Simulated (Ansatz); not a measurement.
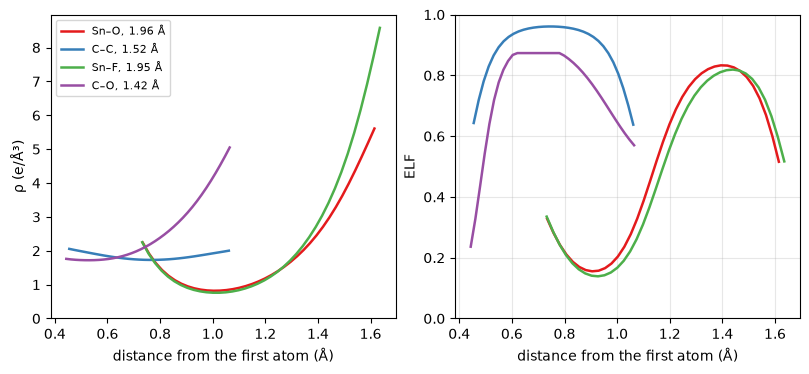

The picture shows: C3H7FOSn. Electron density and ELF along straight lines between neighbouring atoms. The curves leave out the atomic cores.

Geometry: PBE0-D4/def2-TZVP; core potentials replace the inner electrons of Sn.

These are results of RKS PBE0-D4/def2-TZVPP in Ansatz, not measurements.

The calculation's input:

```
crystal:
  periodic: [false, false, false]
  atoms:
    - {symbol: C, position_ang: [-1.433926, -0.380986, 0.060347]}
    - {symbol: C, position_ang: [0.029733, -0.013016, -0.085595]}
    - {symbol: C, position_ang: [0.915452, -0.829832, 0.834885]}
    - {symbol: O, position_ang: [0.187778, 1.361216, 0.232205]}
    - {symbol: Sn, position_ang: [0.835128, 2.815072, -0.907032]}
    - {symbol: F, position_ang: [1.142273, 1.724761, -2.497494]}
    - {symbol: H, position_ang: [-1.770428, -0.192045, 1.082957]}
    - {symbol: H, position_ang: [-2.049605, 0.212427, -0.619043]}
    - {symbol: H, position_ang: [-1.592662, -1.437736, -0.168964]}
    - {symbol: H, position_ang: [0.338155, -0.190019, -1.123987]}
    - {symbol: H, position_ang: [1.964224, -0.554642, 0.704015]}
    - {symbol: H, position_ang: [0.813061, -1.897404, 0.624426]}
    - {symbol: H, position_ang: [0.641218, -0.652496, 1.877979]}
basis:
  gaussian: {orbitals: def2-TZVPP}
hamiltonian: {xc: pbe0, dispersion: d4}
output: {orbitals: {seedname: orbitals}}
```

Command:

```sh
ansatz run in.yaml --threads 4 --pin off --events-out ev --progress --plain --max-ram 11315MiB
```

What can be read from the curves?

Answer. Sn–O (1.96 Å): the density is about 0.83 e/Å³ at the midpoint; the ELF peaks at about 0.85 in the valence shell of O, 0.6 Å from its nucleus, and drops to about 0.15 between the two atoms.
C–C (1.52 Å): ρ at the midpoint is about 1.7 e/Å³; the ELF peaks at about 0.95 between the atoms; a shared electron pair.
Sn–F (1.95 Å): ρ at the midpoint is about 0.77 e/Å³; the ELF peaks at about 0.80 in the valence shell of F, 0.5 Å from its nucleus, and drops to about 0.15 between the two atoms.
C–O (1.42 Å): ρ at the midpoint is about 2 e/Å³, with its minimum of 1.7 e/Å³ about 0.5 Å from C; the ELF peaks at about 0.85 between the atoms, as expected for a shared but strongly polarised pair.
